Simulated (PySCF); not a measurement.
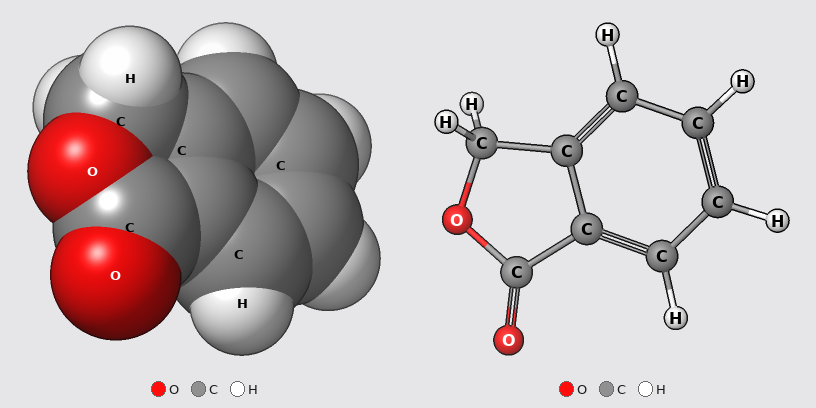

The same structure drawn twice, from different directions.

Describe the molecule.

It has 16 atoms: 8 carbon, 6 hydrogen and 2 oxygen (C8H6O2). Its SMILES string is `O=C1OCc2ccccc21`. Independent rings (smallest set): 1 of 5 members, 1 of 6 members, 1 of them aromatic. Among its groups: ester. The point group is Cs. Coordination: 7 C trigonal planar; 1 O bent; 1 C tetrahedral.

The parts below concern this one geometry. Atoms keep their numbers from picture to picture. The computed structure is the end point of a PBE0-D3(BJ)/def2-SVP optimisation. No frequency run is at hand to confirm it as a minimum.

## Geometry

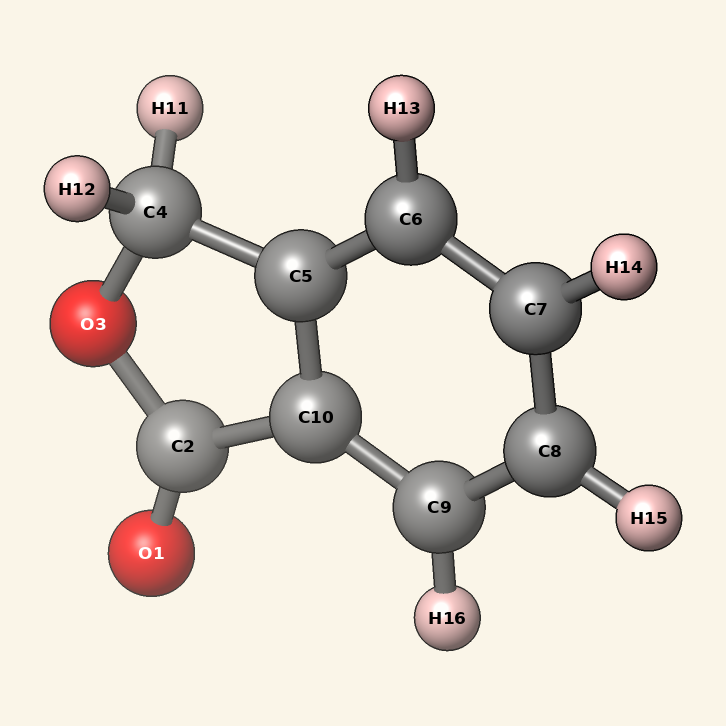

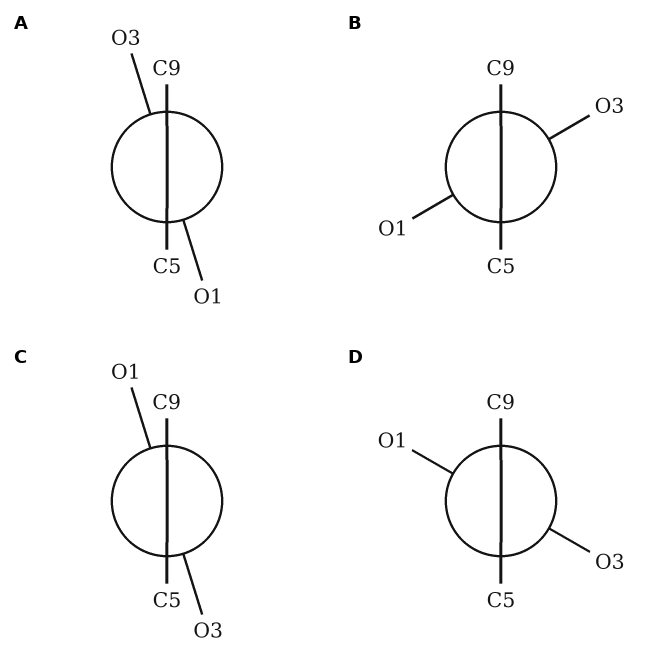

Distant atoms are faded towards the background colour. Bonds that would overlap in a projection are set slightly apart. No frequency run is at hand to confirm it as a minimum.

Which Newman projection shows the view along C10–C2, with C10 in front?

Answer. C. The torsion angle C5–C10–C2–O3 is 0°, synperiplanar (eclipsed).

## Ring current

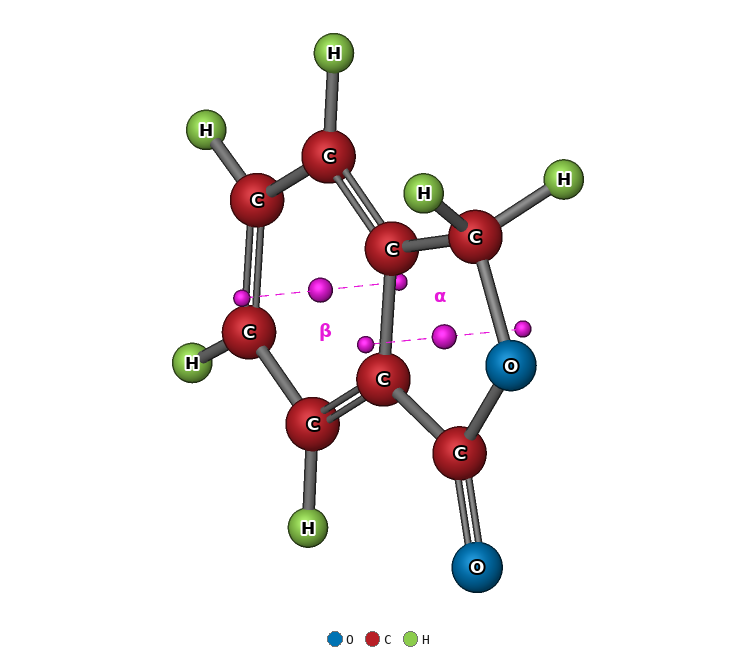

The small points mark where nucleus-independent chemical shifts (NICS) were computed: at the centre of each lettered ring and 1 Å above and below it. No frequency run is at hand to confirm it as a minimum. Level of theory: GIAO PBE0/pcSseg-1 NMR shielding, non-relativistic, IEF-PCM cyclohexane (PySCF 2.14.0).

Give NICS(0), NICS(1) and the out-of-plane component NICS(1)zz for each ring (means of the two sides).

| ring | members | NICS(0) | NICS(1) | NICS(1)zz |
| --- | --- | --- | --- | --- |
| α | C4O | −3.0 | −3.6 | −4.8 |
| β | C6 | −8.8 | −11.6 | −28.6 |

Values in ppm.

What do the values say about the ring currents?

Answer. Ring α: weak, as in a non-aromatic ring. Ring β: diatropic, as in an aromatic ring. NICS is one index among several.

## Charges

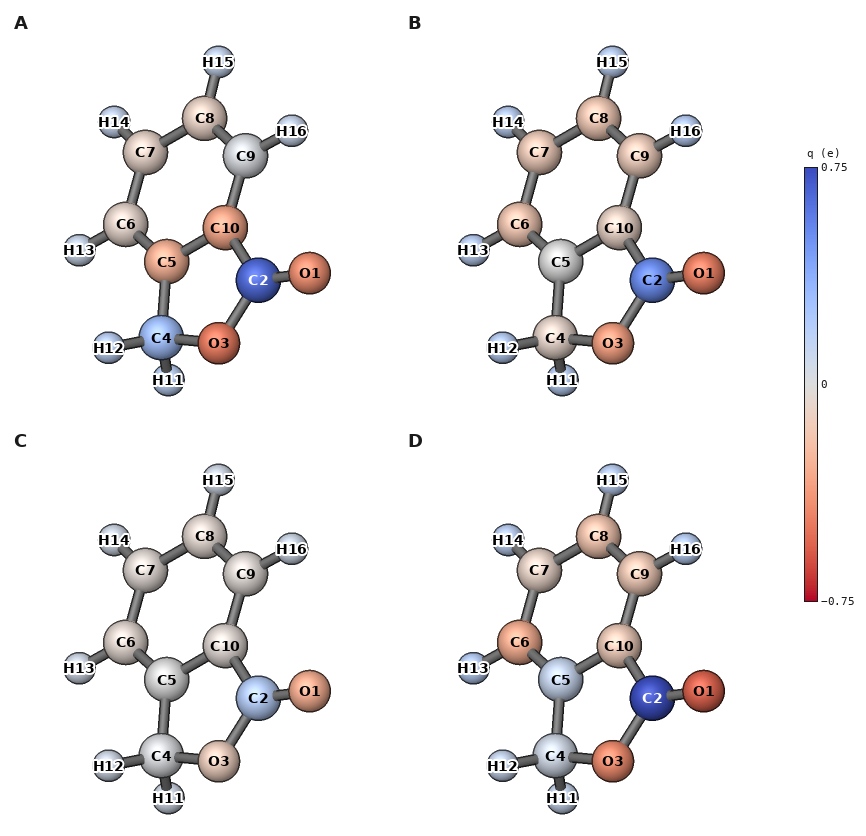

Atomic charges of one calculation by 4 schemes, on one colour scale. No frequency run is at hand to confirm it as a minimum. Level of theory: PBE0/pcSseg-1 in cyclohexane (IEF-PCM) (PySCF 2.14.0).

The schemes are ESP-fitted, Hirshfeld, IAO, Mulliken. Which panel shows which?

Answer. A Mulliken, B IAO, C Hirshfeld, D ESP-fitted.

List the charges (e), one line for each set of equivalent atoms.

```json
{"atom": "O1", "Mulliken": "−0.40", "IAO": "−0.46", "Hirshfeld": "−0.29", "ESP-fitted": "−0.55"}
{"atom": "C2", "Mulliken": "0.64", "IAO": "0.51", "Hirshfeld": "0.19", "ESP-fitted": "0.73"}
{"atom": "O3", "Mulliken": "−0.47", "IAO": "−0.34", "Hirshfeld": "−0.12", "ESP-fitted": "−0.42"}
{"atom": "C4", "Mulliken": "0.28", "IAO": "−0.07", "Hirshfeld": "0.02", "ESP-fitted": "0.06"}
{"atom": "C5", "Mulliken": "−0.27", "IAO": "0.00", "Hirshfeld": "0.00", "ESP-fitted": "0.11"}
{"atom": "C6", "Mulliken": "−0.06", "IAO": "−0.16", "Hirshfeld": "−0.04", "ESP-fitted": "−0.28"}
{"atom": "C7", "Mulliken": "−0.08", "IAO": "−0.13", "Hirshfeld": "−0.03", "ESP-fitted": "−0.08"}
{"atom": "C8", "Mulliken": "−0.08", "IAO": "−0.15", "Hirshfeld": "−0.04", "ESP-fitted": "−0.17"}
{"atom": "C9", "Mulliken": "0.02", "IAO": "−0.13", "Hirshfeld": "−0.03", "ESP-fitted": "−0.14"}
{"atom": "C10", "Mulliken": "−0.31", "IAO": "−0.09", "Hirshfeld": "−0.03", "ESP-fitted": "−0.13"}
{"atom": "H11, H12", "Mulliken": "0.16", "IAO": "0.17", "Hirshfeld": "0.06", "ESP-fitted": "0.11"}
{"atom": "H13", "Mulliken": "0.09", "IAO": "0.16", "Hirshfeld": "0.06", "ESP-fitted": "0.18"}
{"atom": "H14", "Mulliken": "0.12", "IAO": "0.16", "Hirshfeld": "0.06", "ESP-fitted": "0.15"}
{"atom": "H15", "Mulliken": "0.11", "IAO": "0.16", "Hirshfeld": "0.06", "ESP-fitted": "0.16"}
{"atom": "H16", "Mulliken": "0.10", "IAO": "0.17", "Hirshfeld": "0.06", "ESP-fitted": "0.17"}
```

## Electronic properties

No frequency run is at hand to confirm it as a minimum. Method: B3LYP/def2-SVPD in dimethylsulfoxide (IEF-PCM) (PySCF 2.14.0). Excitations: vertical, linear response.

Estimate the HOMO energy (Kohn–Sham orbital).

Answer. −7.36 eV.

What is the lowest vertical singlet excitation?

Answer. 4.89 eV.

Give the HOMO–LUMO gap at this level.

Answer. 5.66 eV.

What is the brightest of the 6 lowest singlets?

Answer. 6.27 eV.

Mulliken values depend strongly on the basis set and can even reverse the polarity of a bond.
